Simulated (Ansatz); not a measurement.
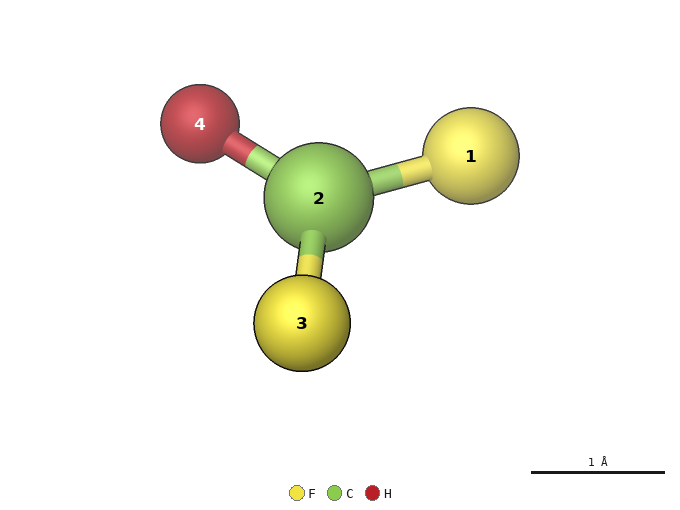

Orthographic view. Distant atoms are faded towards the background colour. The species has charge +1 and is a spin singlet. The geometry was computed by an optimisation with PBE-D4/def2-SVP. No frequency run is at hand to confirm it as a minimum.

Give the geometry as a Z-matrix, atoms in numerical order, with these reference atoms: 2 to 1; 3 to 2, 1; 4 to 2, 1, 3.

```
F  
C    1   1.242
F    2   1.242   1   118.2
H    2   1.118   1   120.9   3   180.0
```
